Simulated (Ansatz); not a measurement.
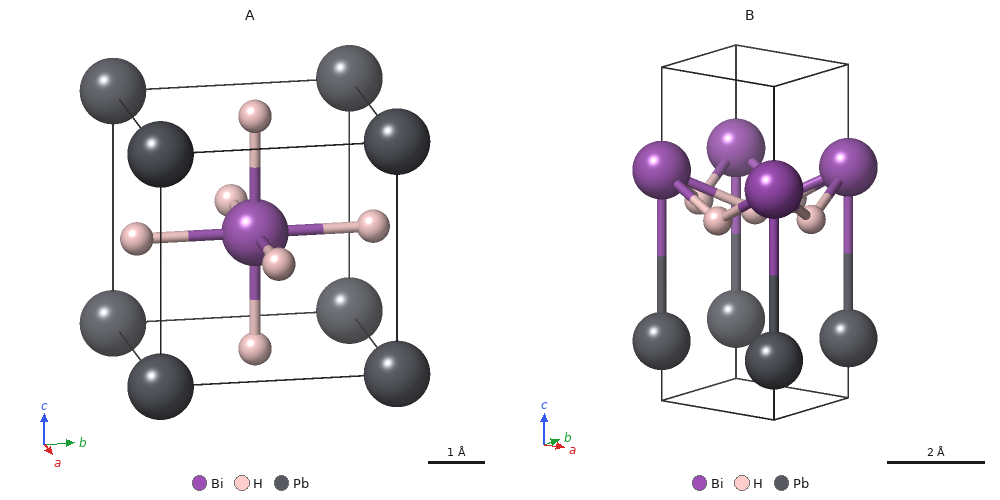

Two structures of BiH₃Pb, each relaxed to rest (conventional cells in solid outline, small ones repeated, not to one scale). Method: DFT PBE, scalar-relativistic, plane waves, PAW in Ansatz, without spin polarisation.

Give the type and space group of each.

Answer. A: cubic perovskite, Pm-3m. B: 5 atoms a cell on a primitive hexagonal lattice, P6mm.

Which structure wins energetically, and by what margin?

Answer. A is lower, by 80 meV/atom at this level of theory (energies at zero smearing). Volumes: A 16.4, B 18.1 Å³/atom.

One or both may be structure types tried for this composition rather than known phases.
